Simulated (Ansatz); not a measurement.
## Run report: GaH2Cl3O, geometry relaxation (part 2 of 2)

The same run, continued: GaH2Cl3O; RKS PBE-D4/def2-SVP (Ansatz 0.2.0). The input holds or restrains some coordinates. It belongs to a series of runs on one base structure; here: pulled along the bonds that form and break, towards end B.

Geometry of the input (Å):
```
Ga 0.0000  0.0000  0.0000
Cl 0.0000  0.0000  2.5900
Cl 1.9398  0.0000  -1.1200
Cl -1.9398  0.0000  -1.1200
O  0.0874  -1.9815  0.6590
H  -0.4591  -2.5661  0.0429
H  0.0624  -1.4154  1.8346
```

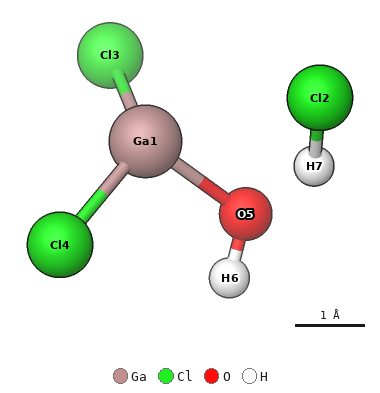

The geometry at step 2 of the log (ball-and-stick view, seen at a tilt; atoms are numbered from 1 in the order of the input).

**Output, continued**
```
relax step   4: F+E_penalty+E_count = -91983.90860182 eV  Δ(F+E_penalty+E_count) = -2.150e-1 eV  max|allowed force component| = 8.610e-1 eV/Å  E_restraint = 0.04003199 eV  max|allowed force component, restraints' pulls added| = 1.177e0 eV/Å  Δτ_max = 0.1921 Å  (30 SCF iters, accepted)
  distance Ga 0 - O 4 = 1.7878 Å
  distance H 6 - Cl 1 = 1.3327 Å
  distance Ga 0 - Cl 1 = 3.4130 Å
  distance H 6 - O 4 = 2.1867 Å
these checks for a lower state are left out or cut short: starts, cluster_reference, orbital_swaps, neighbouring_geometries, increment
1199 factors; their error is unknown
mean field -91983.88155795 eV, -3380.3452983405 hartree, gradient 5.0e-5 eV, S^2 0.000000; 0 other end points of the search recorded, 0 dependent functions left out
the calculation of the forces begins
reference -91983.88159552 eV, -3380.3452997212 hartree; 46, 46 occupied and 64, 64 virtual orbitals, 1199 factors
relax step   5: F+E_penalty+E_count = -91984.09021825 eV  Δ(F+E_penalty+E_count) = -1.816e-1 eV  max|allowed force component| = 1.156e0 eV/Å  E_restraint = 0.01804489 eV  max|allowed force component, restraints' pulls added| = 1.415e0 eV/Å  Δτ_max = 0.2000 Å  (30 SCF iters, accepted)
  distance Ga 0 - O 4 = 1.7885 Å
  distance H 6 - Cl 1 = 1.3448 Å
  distance Ga 0 - Cl 1 = 3.4268 Å
  distance H 6 - O 4 = 2.1902 Å
these checks for a lower state are left out or cut short: starts, cluster_reference, orbital_swaps, neighbouring_geometries, increment
1199 factors; their error is unknown
mean field -91983.98997150 eV, -3380.3492824648 hartree, gradient 3.1e-5 eV, S^2 0.000000; 0 other end points of the search recorded, 0 dependent functions left out
the calculation of the forces begins
reference -91983.99000883 eV, -3380.3492838367 hartree; 46, 46 occupied and 64, 64 virtual orbitals, 1199 factors
relax step   6: F+E_penalty+E_count = -91984.19843950 eV  Δ(F+E_penalty+E_count) = -1.082e-1 eV  max|allowed force component| = 7.924e-1 eV/Å  E_restraint = 0.01182584 eV  max|allowed force component, restraints' pulls added| = 3.849e-1 eV/Å  Δτ_max = 0.1935 Å  (31 SCF iters, accepted)
  distance Ga 0 - O 4 = 1.7971 Å
  distance H 6 - Cl 1 = 1.3432 Å
  distance Ga 0 - Cl 1 = 3.4391 Å
  distance H 6 - O 4 = 2.2146 Å
these checks for a lower state are left out or cut short: starts, cluster_reference, orbital_swaps, neighbouring_geometries, increment
1199 factors; their error is unknown
mean field -91983.99622655 eV, -3380.3495123336 hartree, gradient 3.2e-5 eV, S^2 0.000000; 0 other end points of the search recorded, 0 dependent functions left out
the calculation of the forces begins
reference -91983.99626388 eV, -3380.3495137056 hartree; 46, 46 occupied and 64, 64 virtual orbitals, 1199 factors
relax step   7: F+E_penalty+E_count = -91984.20494989 eV  Δ(F+E_penalty+E_count) = -6.510e-3 eV  max|allowed force component| = 7.864e-1 eV/Å  E_restraint = 0.01219745 eV  max|allowed force component, restraints' pulls added| = 3.238e-1 eV/Å  Δτ_max = 0.0249 Å  (25 SCF iters, accepted)
  distance Ga 0 - O 4 = 1.7973 Å
  distance H 6 - Cl 1 = 1.3426 Å
  distance Ga 0 - Cl 1 = 3.4377 Å
  distance H 6 - O 4 = 2.2125 Å
these checks for a lower state are left out or cut short: starts, cluster_reference, orbital_swaps, neighbouring_geometries, increment
1199 factors; their error is unknown
mean field -91984.01675245 eV, -3380.3502666468 hartree, gradient 1.8e-5 eV, S^2 0.000000; 0 other end points of the search recorded, 0 dependent functions left out
the calculation of the forces begins
reference -91984.01678980 eV, -3380.3502680193 hartree; 46, 46 occupied and 64, 64 virtual orbitals, 1199 factors
relax step   8: F+E_penalty+E_count = -91984.22624706 eV  Δ(F+E_penalty+E_count) = -2.130e-2 eV  max|allowed force component| = 7.978e-1 eV/Å  E_restraint = 0.01361160 eV  max|allowed force component, restraints' pulls added| = 5.849e-2 eV/Å  Δτ_max = 0.1244 Å  (28 SCF iters, accepted)
  distance Ga 0 - O 4 = 1.7986 Å
  distance H 6 - Cl 1 = 1.3424 Å
  distance Ga 0 - Cl 1 = 3.4346 Å
  distance H 6 - O 4 = 2.2037 Å
1199 factors; their error is unknown
mean field evaluation 64: about -91984.0770 eV, gradient 4.0e-2 eV
mean field -91984.01675245 eV, -3380.3502666468 hartree, gradient 1.8e-5 eV, S^2 0.000000; 1 other end points of the search recorded, 0 dependent functions left out
the calculation of the forces begins
reference -91984.01678980 eV, -3380.3502680193 hartree; 46, 46 occupied and 64, 64 virtual orbitals, 1199 factors
Total energy: -91984.22628441 eV, -3380.3579668042 hartree
Atom 0 at     0.060973    -0.562810    -0.555912 Å, force    -0.076900     0.202982     0.091490 eV/Å
Atom 1 at    -0.043996    -0.041241     2.837205 Å, force     0.172736    -0.797793    -0.551953 eV/Å
Atom 2 at     1.894240     0.416156    -1.034038 Å, force     0.004266    -0.000869     0.009876 eV/Å
Atom 3 at    -1.848010     0.211322    -1.163416 Å, force     0.027590    -0.018132    -0.009891 eV/Å
Atom 4 at     0.154798    -2.162431     0.260974 Å, force     0.029992    -0.099878     0.262651 eV/Å
Atom 5 at    -0.720846    -2.596162     0.285420 Å, force    -0.006322     0.022793    -0.016453 eV/Å
Atom 6 at     0.193542    -1.227833     2.256268 Å, force    -0.151361     0.690897     0.214281 eV/Å
Dipole moment:    -0.205052    -0.392948    -0.014013 e Å
```

**Trajectory as extended XYZ (Å, eV, eV/Å), 8 frames, from step=1 to step=8**
```
7
Properties=species:S:1:pos:R:3:forces:R:3 step=1 energy=-91983.78787
Ga    0.0000    0.0000    0.0000    0.2581  -2.2813  -0.0240
Cl    0.0000    0.0000    2.5900    0.1194  -0.0453  -1.2544
Cl    1.9398    0.0000   -1.1200   -0.9111   0.5442   0.6192
Cl   -1.9398    0.0000   -1.1200    0.8592   0.3871   0.6435
O     0.0874   -1.9815    0.6590   -0.0151   1.4969  -0.2686
H    -0.4591   -2.5661    0.0429    0.3496   0.6940   1.5067
H     0.0624   -1.4154    1.8346   -0.6601  -0.7957  -1.2224
7
Properties=species:S:1:pos:R:3:forces:R:3 step=2 energy=-91983.62894
Ga    0.0049   -0.0943   -0.1706    0.0786  -2.5202   0.3887
Cl    0.0032   -0.0341    2.7691    0.1154  -1.1783  -1.6154
Cl    1.9425    0.0068   -1.1236   -0.1710   0.6598   0.1706
Cl   -1.9417    0.0042   -1.1223    0.1898   0.5116   0.1807
O     0.1021   -1.9517    0.5095    0.3896   1.7686   0.7790
H    -0.4727   -2.5782    0.0340   -0.3510   0.0551   0.1729
H     0.0525   -1.3158    1.9905   -0.2515   0.7034  -0.0763
7
Properties=species:S:1:pos:R:3:forces:R:3 step=3 energy=-91983.69363
Ga    0.0071   -0.1870   -0.2990   -0.0437  -2.1158   0.2497
Cl    0.0046   -0.0537    2.8864    0.0502  -0.9407  -1.0643
Cl    1.9474    0.0199   -1.1256    0.3828   0.7923  -0.0832
Cl   -1.9463    0.0149   -1.1239   -0.3205   0.6187  -0.0901
O     0.1251   -1.9342    0.3609    0.7521   1.1483   1.0248
H    -0.4911   -2.5860    0.0194   -0.7815  -0.2582  -0.2273
H     0.0439   -1.2369    2.1683   -0.0393   0.7554   0.1904
7
Properties=species:S:1:pos:R:3:forces:R:3 step=4 energy=-91983.90860
Ga    0.0128   -0.3223   -0.4353   -0.0170  -0.5068  -0.3439
Cl    0.0029   -0.0445    2.9664    0.0012  -0.4869  -0.5460
Cl    1.9836    0.0988   -1.1387    0.0204   0.6206  -0.0044
Cl   -1.9756    0.0725   -1.1372    0.0242   0.4180  -0.0001
O     0.1669   -1.9564    0.2732   -0.1355  -0.8610   0.6789
H    -0.5368   -2.5987    0.0327    0.0709   0.4133   0.1702
H     0.0368   -1.2124    2.3253    0.0359   0.4029   0.0454
7
Properties=species:S:1:pos:R:3:forces:R:3 step=5 energy=-91984.09022
Ga    0.0706   -0.4232   -0.5181   -0.2034  -0.1172  -0.0991
Cl   -0.1769   -0.0610    2.8805    0.2076  -0.7769  -0.5874
Cl    1.9917    0.1859   -1.1999    0.0251   0.3946  -0.0347
Cl   -1.9305    0.1914   -0.9975    0.1359   0.1962  -0.0378
O     0.2465   -2.0352    0.2363   -0.8975  -1.1561   0.5454
H    -0.5867   -2.5908    0.2191    0.8533   0.7444   0.0202
H     0.0761   -1.2301    2.2661   -0.1210   0.7149   0.1934
7
Properties=species:S:1:pos:R:3:forces:R:3 step=6 energy=-91984.19844
Ga    0.0753   -0.5520   -0.5493    0.1321   0.3317  -0.0603
Cl   -0.1680   -0.0416    2.8431    0.2758  -0.7924  -0.5929
Cl    1.9434    0.3611   -1.1334   -0.3741  -0.1372   0.1387
Cl   -1.8551    0.2651   -1.0345    0.1219  -0.0288  -0.0198
O     0.1976   -2.1606    0.2426   -0.3188  -0.3764   0.3258
H    -0.6636   -2.6421    0.2838    0.3849   0.3429  -0.0560
H     0.1611   -1.1928    2.2342   -0.2219   0.6603   0.2646
7
Properties=species:S:1:pos:R:3:forces:R:3 step=7 energy=-91984.20495
Ga    0.0740   -0.5535   -0.5522    0.1193   0.3133  -0.0367
Cl   -0.1484   -0.0452    2.8405    0.2390  -0.7864  -0.5863
Cl    1.9361    0.3700   -1.1227   -0.3155  -0.1193   0.1149
Cl   -1.8525    0.2612   -1.0496    0.0931  -0.0251  -0.0169
O     0.1989   -2.1636    0.2366   -0.2791  -0.3237   0.3518
H    -0.6674   -2.6292    0.3048    0.3219   0.2799  -0.0845
H     0.1499   -1.2027    2.2290   -0.1787   0.6612   0.2578
7
Properties=species:S:1:pos:R:3:forces:R:3 step=8 energy=-91984.22625
Ga    0.0610   -0.5628   -0.5559   -0.0769   0.2030   0.0915
Cl   -0.0440   -0.0412    2.8372    0.1727  -0.7978  -0.5520
Cl    1.8942    0.4162   -1.0340    0.0043  -0.0009   0.0099
Cl   -1.8480    0.2113   -1.1634    0.0276  -0.0181  -0.0099
O     0.1548   -2.1624    0.2610    0.0300  -0.0999   0.2627
H    -0.7208   -2.5962    0.2854   -0.0063   0.0228  -0.0165
H     0.1935   -1.2278    2.2563   -0.1514   0.6909   0.2143
```

**Summary**

```tsv
quantity	value
outcome	converged under the restraints of the input
total energy	−91984.2263 eV
mean-field energy	−91984.0168 eV
largest force (length of the vector) at the end, held atoms and coordinates included	0.985 eV/Å
hardware	4 threads of Arm Neoverse V2, 24 GiB of memory available, shared host
wall time	11 s (CPU time 41 s)
peak memory	0.17 GiB
```
